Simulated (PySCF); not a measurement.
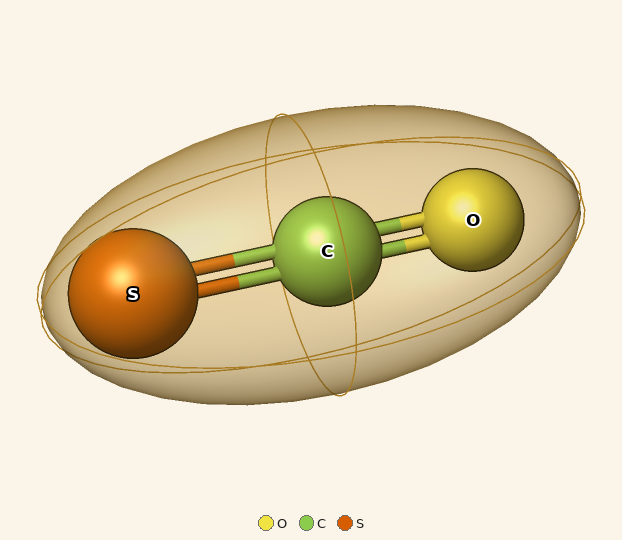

The ellipsoid shows the static dipole polarisability: its half-axes are proportional to the principal values. The geometry was computed by an optimisation with GFN2-xTB. No frequency run is at hand to confirm it as a minimum. Method: PBE0/def2-SVPD (PySCF 2.14.0).

Give the principal values, the mean and the anisotropy.

Principal values 25.0, 25.0, 49.3 bohr³; mean 33.1 bohr³ (4.91 Å³); anisotropy 24.4 bohr³, so the longest axis is 1.97 times the shortest.
